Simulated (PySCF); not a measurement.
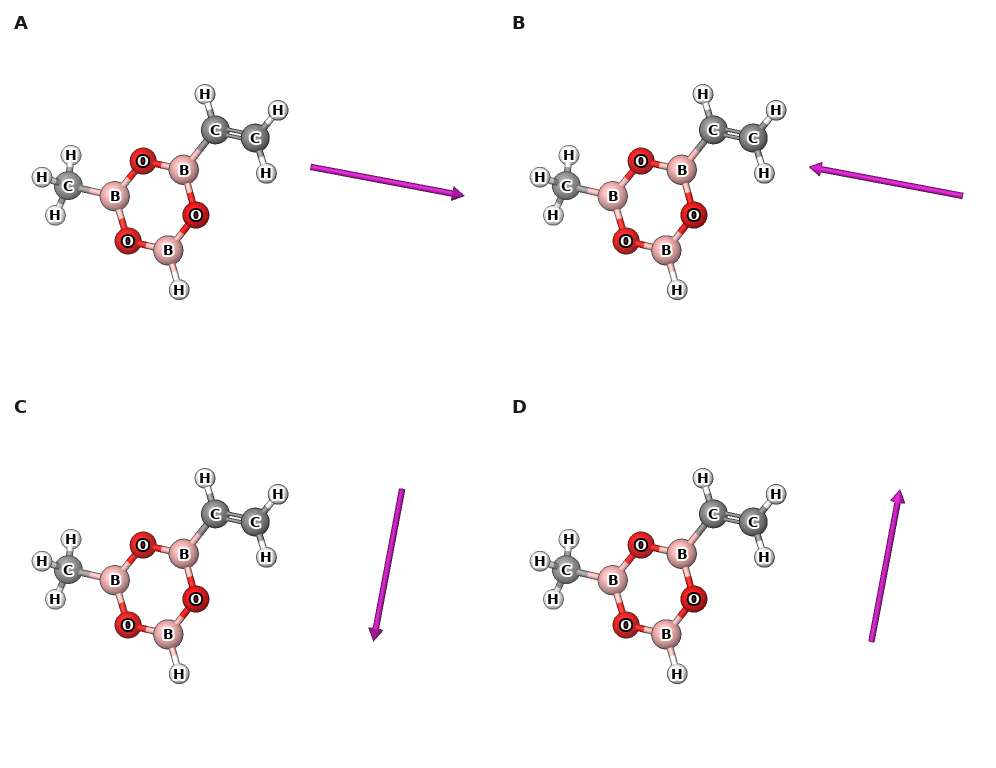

The same molecule four times, each with an arrow. Computed geometry: PBE0-D3(BJ)/def2-SVP optimisation. No frequency run is at hand to confirm it as a minimum. Properties computed with CAM-B3LYP/def2-SVPD in chloroform (IEF-PCM) (PySCF 2.14.0).

Which arrow points along the dipole moment, from the negative to the positive end?

D. The dipole moment is 0.88 D.
